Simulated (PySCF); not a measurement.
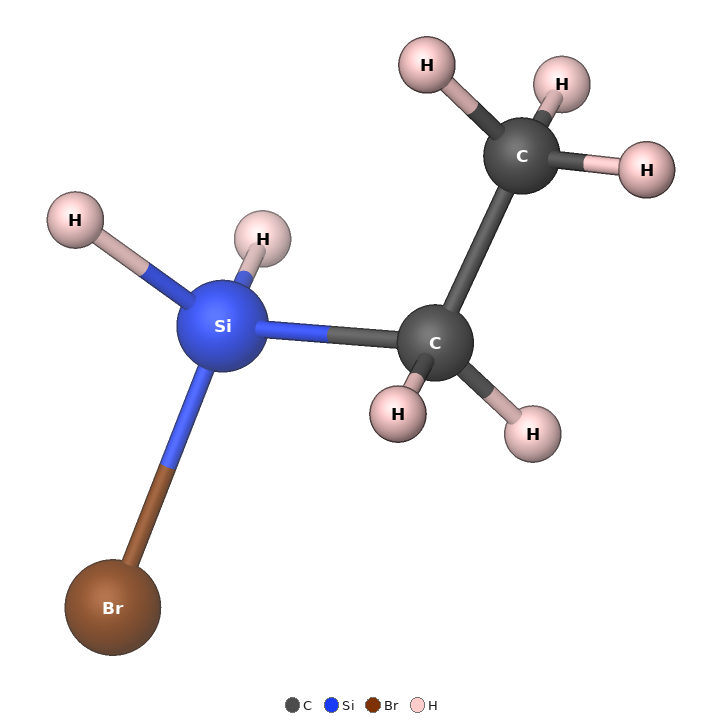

Orthographic view. Atoms fade into the background with distance from the viewer. The computed structure is the end point of a PBE0-D3(BJ)/def2-SVP optimisation. No frequency run is at hand to confirm it as a minimum.

> Write the InChI string.

InChI=1S/C2H7BrSi/c1-2-4-3/h2,4H2,1H3
